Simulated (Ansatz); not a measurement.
Input

```
crystal:
  lattice:
    - [-1.7218312177, 1.7218312177, 6.6350366031]
    - [1.7218312177, -1.7218312177, 6.6350366031]
    - [1.7218312177, 1.7218312177, -6.6350366031]
  atoms:
    - { symbol: Hf, position: [0.6109907063, 0.6109907063, 0.0] }
    - { symbol: Si, position: [0.0133436204, 0.0133436204, 0.0] }
    - { symbol: Si, position: [0.821460056, 0.821460056, 0.0] }
    - { symbol: Si, position: [0.4232226863, 0.4232226863, 0.0] }
    - { symbol: W, position: [0.242992571, 0.242992571, 0.0] }
basis:
  ecutwfc: 420
kpoints:
  mp_grid: { grid: [12, 12, 12] }
hamiltonian:
  xc: pbe
scf:
  occupations: { method: gaussian, width: 0.1 }
output:
  forces: true
  stress: true
  eigenvalues: true
  write_density: true
  write_potential: true
  elf: true
  volumetric_format: npy
relax:
  adjacent_minimum: "off"
  f_tol: 0.01
  max_steps: 80
  cell: { stress_tol: 0.05 }
```

Command:

```sh
ansatz run input.yaml --threads 1 --pin off --max-ram 2560MiB --backend cpu --events-out ev --progress --plain --runs-dir out
```

Below, planes, directions and counts refer to the conventional cell (a = 3.44 Å, b = 3.44 Å, c = 13.34 Å, α = 90.00°, β = 90.00°, γ = 90.00°).

The fields are those of the relaxed geometry.

Space group I4mm; a generated structure, not necessarily the stable one.

The calculation used DFT PBE, scalar-relativistic, plane waves, PAW in Ansatz 0.2.0.

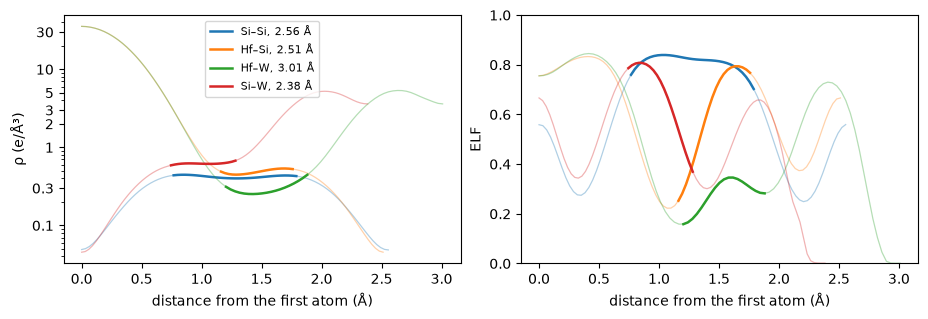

HfSi3W. Valence pseudo-density and ELF along straight lines between neighbouring atoms. Thin, pale parts lie inside the atomic spheres.

The density is the valence pseudo-density of a PAW calculation; it isn't the true density close to the nuclei.

**What can be read from the curves?**

Si–Si (2.56 Å): the density is about 0.4 e/Å³ at the midpoint; the ELF peaks at about 0.85 between the atoms.
Hf–Si (2.51 Å): ρ at the midpoint is about 0.45 e/Å³; the ELF peaks at about 0.80 in the valence shell of Si, 0.9 Å from its nucleus, and is about 0.35 at the midpoint.
Hf–W (3.01 Å): the density is about 0.26 e/Å³ at the midpoint; the ELF is about 0.30 at the midpoint.
Si–W (2.38 Å): the density is about 0.63 e/Å³ at the midpoint; the ELF peaks at about 0.80 in the valence shell of Si, 0.8 Å from its nucleus, and is about 0.50 at the midpoint.
